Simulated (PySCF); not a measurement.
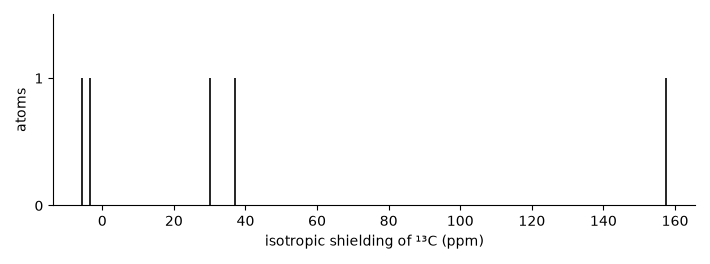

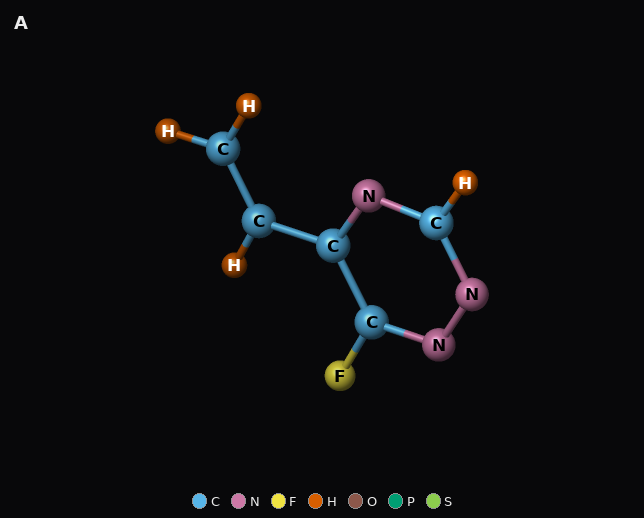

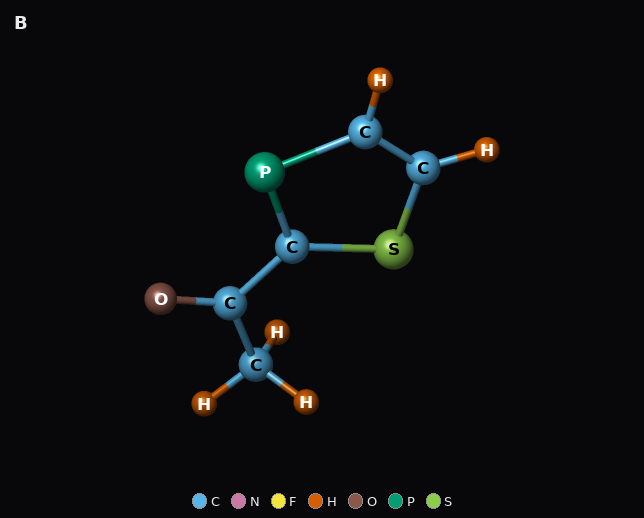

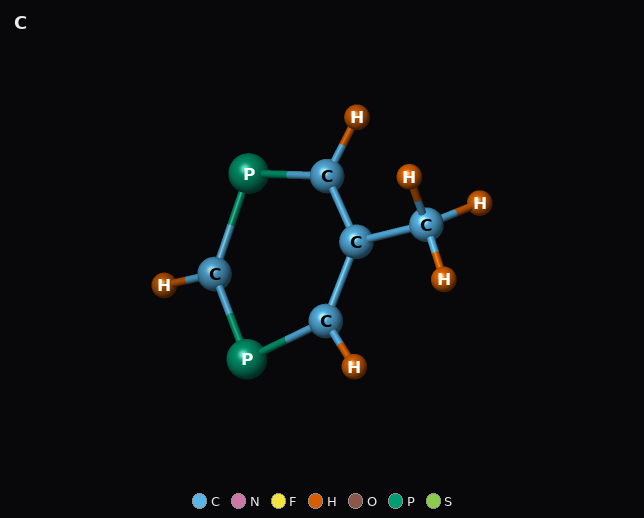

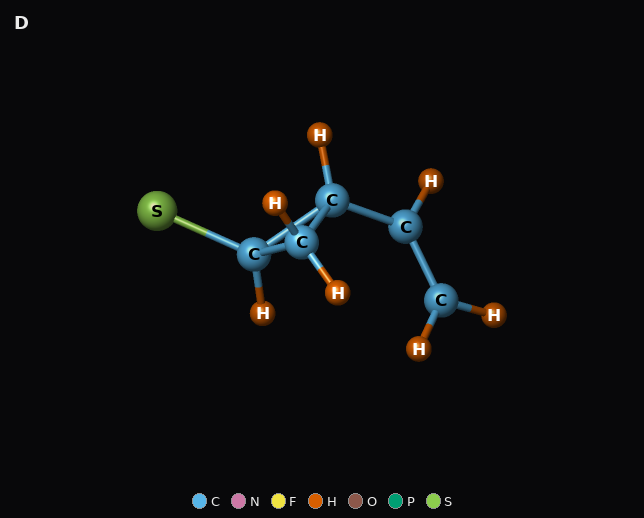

The sticks are computed shieldings of one of the molecules, for one fixed geometry (GFN2-xTB) without averaging over rotations. Low shielding means a high chemical shift. Method: GIAO PBE0/pcSseg-1 NMR shielding, non-relativistic, gas phase (PySCF 2.14.0).

> Match the spectrum to a structure.

B, `CC(=O)c1pccs1`. Its 5 C atoms give lines at −5.6, −3.6, 30.2, 37.1, 157.5 ppm.

The geometry is semi-empirical. Around P such bond lengths and angles can be off by a tenth of an ångström or more and by several degrees, and values that hang on the shape move with them.
